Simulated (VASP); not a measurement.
Band structure of CdTe (relaxed from the WC structure, space group P-6m2). These are r2SCAN meta-GGA, VASP's PBE PAW potentials (set 64) (plane waves; VASP) values and carry that method's errors.

Unless said otherwise, spin-orbit coupling is left out, though it shifts the bands of the heavy elements here.

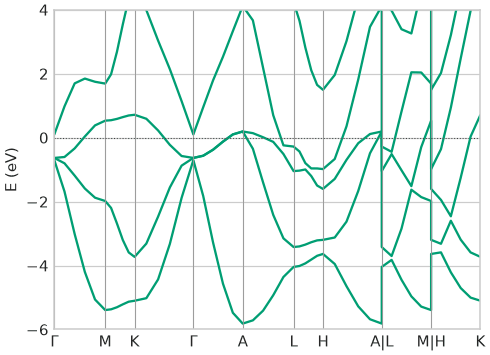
Figure: Bands along high-symmetry lines, zero at the valence-band maximum or, without a gap, the Fermi level

**Question.** Read the plot: is there a gap, and where are the band edges?

**Answer.** It has no gap at this level: it comes out as a metal or semimetal.

The structure was generated: CdTe was put into the WC type (P-6m2), which need not be its known phase. It was relaxed first, which changed the volume by +7 %.
